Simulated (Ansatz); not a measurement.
Input

```
crystal:
  periodic: [false, false, false]
  atoms:
    - {symbol: C, position_ang: [0.000000, 0.000000, -1.133534]}
    - {symbol: Ag, position_ang: [0.000000, 0.000000, 0.883531]}
    - {symbol: O, position_ang: [0.000000, 0.000000, -2.261478]}
    - {symbol: H, position_ang: [0.000000, 0.000000, 2.511481]}
basis:
  gaussian: {orbitals: def2-TZVPD}
magnetization: {spin_polarized: false, initial_magnetization: 0}
hamiltonian: {xc: pbe0}
output: {forces: true, orbitals: {seedname: orbitals}}
```

Launched as:

```sh
ansatz run input.yaml --threads 2 --pin off --max-ram 4350MiB --events-out events.jsonl --progress --plain --runs-dir runs
```

Geometry: r2SCAN-D4/def2-TZVP; core potentials replace the inner electrons of Ag.

Theory: isolated molecule in a Gaussian basis; Kohn-Sham density functional theory, functional PBE0 (Ansatz).

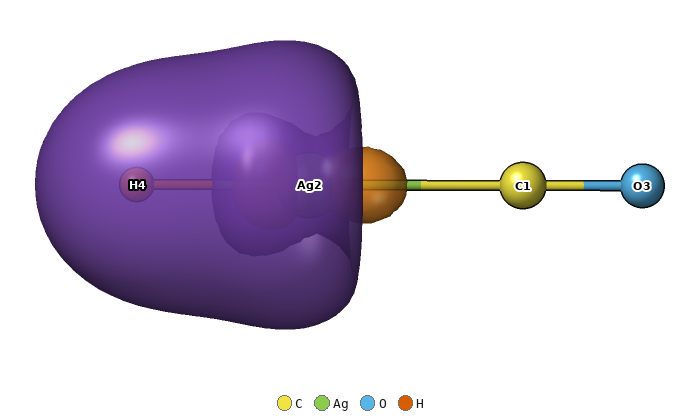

CHAgO. One frontier orbital at ±0.15 Å⁻³ᐟ² (orange and purple are the two phases), seen from one side.

Which orbital is it: HOMO or LUMO?

The HOMO, at −6.83 eV. It lies mainly on Ag2 (about 60 %) and H4 (about 35 %); it is of σ type.
